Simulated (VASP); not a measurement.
# NiSb (Breithauptite) with r2SCAN + rVV10: from relaxation to properties, part 7 of 11

What structure does NiSb (Breithauptite) take at this level, and what are its properties? The start is a cell from a database of measured crystal structures.

VASP 6.6.1, plane waves and PAW; the level of theory is named at each step.

Still holding for the runs below: This run allows spin, but its moments start at zero, where symmetry between the spins tends to hold them, although Ni can carry a moment. The k-mesh is coarse for a metal.

So far. Step 7 (The orders side by side): All patterns lost their moments. Runs that ended non-magnetic differ by up to 6.1 meV an atom among themselves, which is the error from the unlike meshes of the cells. The session goes on with moments started at or near zero. Step 8 (Relaxing cell and atoms (r2SCAN + rVV10)): It ends with forces that vanish by symmetry and a pressure of -0.03 GPa. The relaxed cell has a = 3.916, c = 5.109 Å (conventional setting).

The database entry behind the starting cell differs from later determinations by our own check (c about 0.3 % short), so it need not match the best structure at ambient conditions.

### 9. Density, ELF and potential (r2SCAN + rVV10)

Level of this step: r2SCAN with rVV10, zero-moment start; plane waves and PAW (Ni, Sb) (VASP).

The relaxed cell gets a fresh self-consistent run, on a basis set for its own volume, to fix the density and to check the remaining stress.

File INCAR:

```
SYSTEM = NiSb
PREC = Accurate
ENCUT = 400
EDIFF = 1E-06
NELM = 100
ISMEAR = 0
SIGMA = 0.05
LREAL = .FALSE.
ALGO = Normal
METAGGA = R2SCAN
LUSE_VDW = .TRUE.
IVDW_NL = 2
BPARAM = 11.95
CPARAM = 0.0093
LASPH = .TRUE.
NBANDS = 23
ISPIN = 2
MAGMOM = -0 -0 -0 -0
LMAXMIX = 4
LORBIT = 11
LWAVE = .FALSE.
LCHARG = .TRUE.
ISIF = 2
LELF = .TRUE.
LVHAR = .TRUE.
```

File POSCAR:

```
NiSb
1.0
    3.9163346526      0.0000000000      0.0000000000
   -1.9581673263      3.3916452989      0.0000000000
    0.0000000000      0.0000000000      5.1088173777
Ni Sb
2 2
Direct
    0.0000000000      0.0000000000      0.0000000000
    0.0000000000      0.0000000000      0.5000000000
    0.3333333333      0.6666666667      0.2500000000
    0.6666666667      0.3333333333      0.7500000000
```

File KPOINTS:

```
Automatic mesh
0
Gamma
7 7 5
0 0 0
```

The projector-augmented-wave data sets are Ni and Sb (PBE family, release 64).

On the command line:

```
$ mpirun -np 8 vasp_std
```

Log:

```text
[banner, memory and clock lines left out]
running    8 mpi-ranks, on    1 nodes
 distrk:  each k-point on    8 cores,    1 groups
 distr:  one band on    1 cores,    8 groups

 POSCAR found type information on POSCAR NiSb
 POSCAR found :  2 types and       4 ions
 [... a notice as in an earlier step ...]

 [... a notice as in an earlier step ...]

 [... a notice as in an earlier step ...]

 LDA part: xc-table for (None), standard interpolation
|                                                                             |
|           W    W    AA    RRRRR   N    N  II  N    N   GGGG   !!!           |
|           W    W   A  A   R    R  NN   N  II  NN   N  G    G  !!!           |
|           W    W  A    A  R    R  N N  N  II  N N  N  G       !!!           |
|           W WW W  AAAAAA  RRRRR   N  N N  II  N  N N  G  GGG   !            |
|           WW  WW  A    A  R   R   N   NN  II  N   NN  G    G                |
|           W    W  A    A  R    R  N    N  II  N    N   GGGG   !!!           |
|                                                                             |
|     The number of bands has been changed from the values supplied in        |
|     The orbitals not found in the WAVECAR file will be initialized with     |
|     random numbers, which is usually adequate. For correlated               |
|     calculations, however, you should redo the groundstate calculation.     |
|     I found NBANDS = 23. Now, NBANDS = 24.                                  |
|                                                                             |

 POSCAR, INCAR and KPOINTS ok, starting setup
 FFT: planning ... GRIDC
 FFT: planning ... GRID_SOFT
 FFT: planning ... GRID
 WAVECAR not read
 entering main loop
       N       E                     dE             d eps       ncg     rms          rms(c)
Total rVV10 correction in eV:      0.7705156    41.0182314
DAV:   1     0.973639218550E+02    0.97364E+02   -0.10566E+04  2320   0.108E+03
DAV:   2    -0.724302328916E+02   -0.16979E+03   -0.16020E+03  2456   0.255E+02
DAV:   3    -0.803240826953E+02   -0.78938E+01   -0.77605E+01  2800   0.694E+01
DAV:   4    -0.804699813458E+02   -0.14590E+00   -0.14582E+00  2696   0.914E+00
DAV:   5    -0.804751802167E+02   -0.51989E-02   -0.51986E-02  3056   0.172E+00    0.131E+01
Total rVV10 correction in eV:      0.7342271    41.0182334
DAV:   6    -0.794695265090E+02    0.10057E+01   -0.26952E+01  2608   0.913E+01    0.175E+01
Total rVV10 correction in eV:      0.7491936    41.0182339
DAV:   7    -0.755582256908E+02    0.39113E+01   -0.81226E+00  2736   0.580E+01    0.370E+00
Total rVV10 correction in eV:      0.7472525    41.0182335
DAV:   8    -0.756729035316E+02   -0.11468E+00   -0.10137E+00  3304   0.119E+01    0.295E+00
Total rVV10 correction in eV:      0.7437223    41.0182335
DAV:   9    -0.756160116966E+02    0.56892E-01   -0.16560E-01  2840   0.677E+00    0.553E-01
Total rVV10 correction in eV:      0.7441591    41.0182335
DAV:  10    -0.756160746250E+02   -0.62928E-04   -0.86205E-03  3496   0.874E-01    0.286E-01
Total rVV10 correction in eV:      0.7450401    41.0182335
DAV:  11    -0.756161763428E+02   -0.10172E-03   -0.13015E-03  3096   0.335E-01    0.993E-02
Total rVV10 correction in eV:      0.7450094    41.0182335
DAV:  12    -0.756161813031E+02   -0.49603E-05   -0.29367E-04  2936   0.277E-01    0.525E-02
Total rVV10 correction in eV:      0.7450010    41.0182335
DAV:  13    -0.756161715341E+02    0.97690E-05   -0.29812E-05  2592   0.535E-02    0.350E-02
Total rVV10 correction in eV:      0.7449948    41.0182335
DAV:  14    -0.756161577414E+02    0.13793E-04   -0.95350E-06  3240   0.507E-02    0.155E-02
Total rVV10 correction in eV:      0.7450152    41.0182335
DAV:  15    -0.756161573866E+02    0.35477E-06   -0.19633E-06  1688   0.170E-02
Total rVV10 correction in eV:      0.7450445    41.0182335
Total rVV10 correction in eV:      0.7450260    41.0182335
   1 F= -.75616157E+02 E0= -.75615471E+02  d E =-.137201E-02  mag=    -0.0000
```

Run time: 53 s. Hardware: 8 MPI ranks of Intel Xeon Platinum 8488C (Sapphire Rapids), shared host; peak memory 1.2 GiB.

From OUTCAR (step 9):

```text
   k-points           NKPTS =     24   k-points in BZ     NKDIM =     24   number of bands    NBANDS=     24

   ENCUT  =  400.0 eV  29.40 Ry    5.42 a.u.   6.39  6.39  8.33*2*pi/ulx,y,z

   NELECT =      30.0000    total number of electrons

 E-fermi :  10.0675

 spin component 1
 k-point     1 :       0.0000    0.0000    0.0000
  band No.  band energies     occupation
    ...
      9       7.8236      1.00000
     10       7.8238      1.00000
     11       8.6545      1.00000
     12       8.6545      1.00000
     13      10.0013      0.96946
     14      10.6565      0.00000
     15      10.6565      0.00000
     16      12.6717      0.00000
     17      12.6718      0.00000
     18      13.6318      0.00000
    ...

 k-point     2 :       0.1429   -0.0000    0.0000
  band No.  band energies     occupation
    ...
     11       8.6347      1.00000
     12       8.6548      1.00000
     13       9.1649      1.00000
     14       9.8497      1.00000
     15       9.9127      0.99999
     16      11.8558      0.00000
     17      13.3890      0.00000
     18      13.9019      0.00000
     19      15.1496      0.00000
     20      16.0854      0.00000
    ...

  Total       -0.0083768     -0.0083768      0.0524935      0.0000000     -0.0000000      0.0000000
  in kB       -0.1977786     -0.1977786      1.2393838      0.0000000     -0.0000000      0.0000000
  external PRESSURE =       0.2812755 kB  Pullay stress =       0.0000000 kB

 POSITION                                       TOTAL-FORCE (eV/Angst)
 -----------------------------------------------------------------------------------
      0.00000      0.00000      0.00000         0.000000     -0.000000      0.000000
      0.00000      0.00000      2.55441         0.000000     -0.000000      0.000000
     -0.00000      2.26110      1.27720         0.000000      0.000000     -0.000000
      1.95817      1.13055      3.83161        -0.000000      0.000000     -0.000000
 -----------------------------------------------------------------------------------
    total drift:                               -0.000000      0.000000      0.000000

  FREE ENERGIE OF THE ION-ELECTRON SYSTEM (eV)
  ---------------------------------------------------
  free  energy   TOTEN  =       -75.6161573866 eV

  energy  without entropy=      -75.6147853750  energy(sigma->0) =      -75.61547138

 magnetization (x)
# of ion       s       p       d       tot
------------------------------------------
    1       -0.000   0.000  -0.000  -0.000
    2       -0.000   0.000  -0.000  -0.000
    3        0.000  -0.000  -0.000  -0.000
    4        0.000  -0.000  -0.000  -0.000
--------------------------------------------------
tot         -0.000   0.000  -0.000  -0.000

[... 4 parts as in an earlier step ...]

[... 11 further parts left out ...]
```

With spin, VASP writes an ELF for each channel.

Numbers from this step:

```
SCF cycles              : 15
bands                   : 24
free energy (TOTEN)     : -75.6162 eV
energy at zero smearing : -75.6155 eV
pressure                : 0.02813 GPa
```

Valence electrons inside each PAW sphere by angular momentum. Sphere charges, by row:

| atom | s (e) | p (e) | d (e) | tot (e) |
| --- | --- | --- | --- | --- |
| Ni1 | 0.463 | 0.517 | 8.476 | 9.456 |
| Ni2 | 0.463 | 0.517 | 8.476 | 9.456 |
| Sb3 | 1.107 | 1.241 | 0.08 | 2.428 |
| Sb4 | 1.107 | 1.241 | 0.08 | 2.428 |

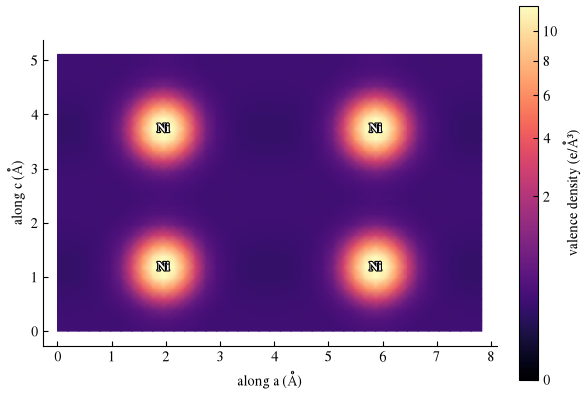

Valence density in the ac plane at fractional y = 0.000, with atoms of Ni within 0.2 Å of it. It is the smooth field of the valence electrons, not physical close to the nuclei. The map starts off the cell's origin, so that atoms lie inside it. The colour scale is stretched toward low values.

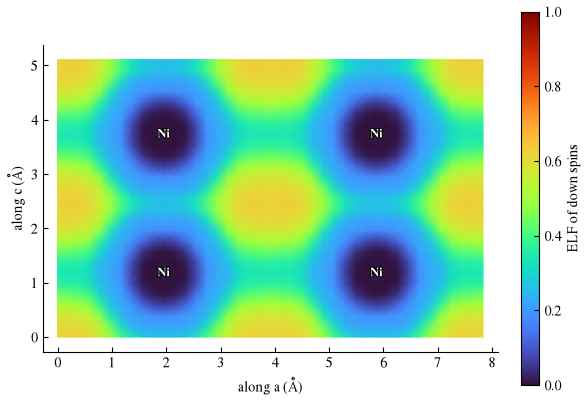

ELF of down spins in the ac plane at fractional y = 0.000, with atoms of Ni within 0.2 Å of it. It is the smooth field of the valence electrons, not physical close to the nuclei. The map starts off the cell's origin, so that atoms lie inside it.

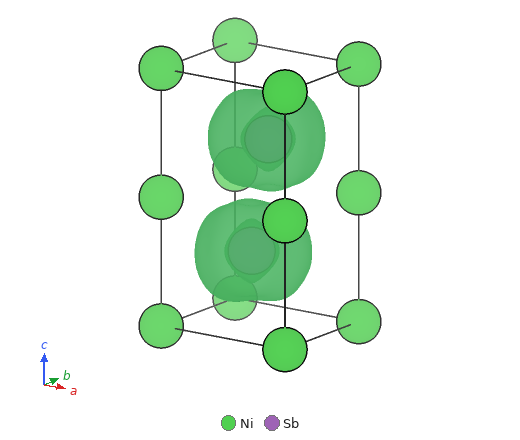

Surface of ELF of down spins = 0.7.

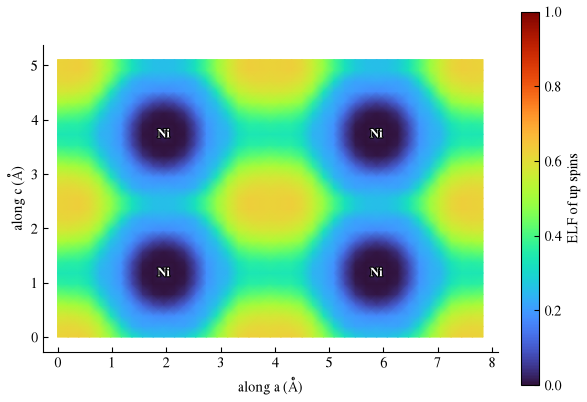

ELF of up spins in the ac plane at fractional y = 0.000, with atoms of Ni within 0.2 Å of it. It is the smooth field of the valence electrons, not physical close to the nuclei. The map starts off the cell's origin, so that atoms lie inside it.

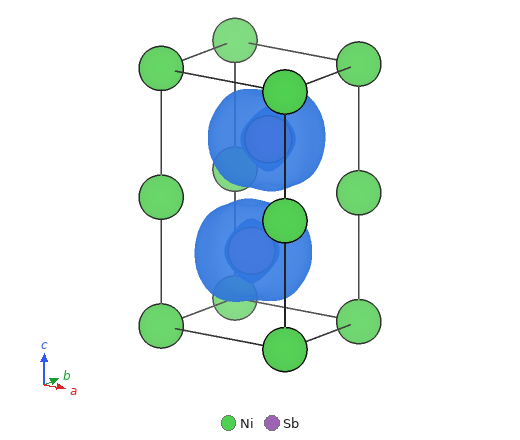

Surface of ELF of up spins = 0.7.

In this run the pressure is 0.03 GPa, small enough to go on.

[end of part 7 of 11]

[Lines on the potential files, build, host, timing and source positions are cut from VASP's logs without a mark.]

[Logs are printed without paths, hosts, clocks, repeated set-up lines and the standing remarks that a program may print on its own settings, such as how far it seeks lower states.]

[Hosts, paths, dates, database ids (printed as entryN), source tags and the programs' standing remarks are cut or masked in the printed files.]

[A measured line is paired with the nearest computed mode of its activity, which favours agreement.]
